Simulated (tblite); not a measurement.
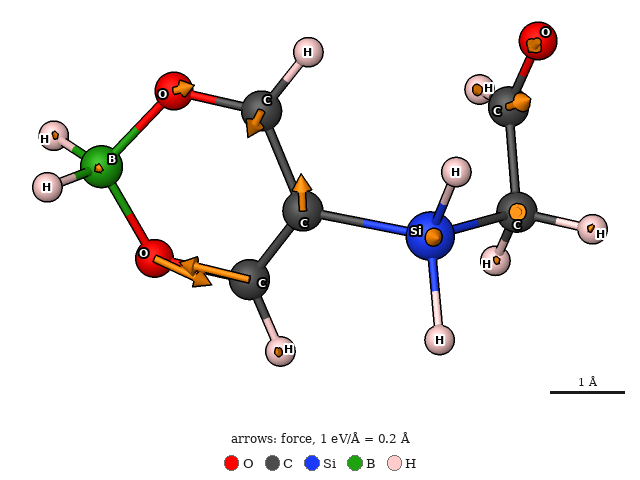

Starting geometry of C$_{5}$H$_{9}$BO$_{3}$Si with the computed forces as orange arrows. Style: ball-and-stick. Shown at a tilt.

Computed with tblite, GFN2-xTB geometry optimisation, gas phase. 

Q: Is this structure relaxed? If not, where do the atoms go?

A: It isn't relaxed: the largest force vector, on a C atom, is 5.19 eV/Å. The final displacements have little in common with the starting forces (cosine between the two patterns 0.10). After 136 geometry steps the energy has fallen by 18.2 kcal/mol. An H atom moves most after the best rigid fit: 0.68 Å. Largest moves by element: H 0.68 Å, O 0.43 Å, C 0.34 Å, B 0.15 Å, Si 0.15 Å. Some distances before and after: C–O 1.397 → 1.257 Å, C–C 1.477 → 1.401 Å, C–Si 1.873 → 1.928 Å, C–C 1.344 → 1.397 Å. Among the angles between lasting bonds that change: H–B–H 108.8° → 116.0°, C–C–H 120.3° → 113.9°, O–C–C 119.5° → 125.5°. Groups turn about B–O by about 30°, B–O by about 25°, C–C by about 20°.
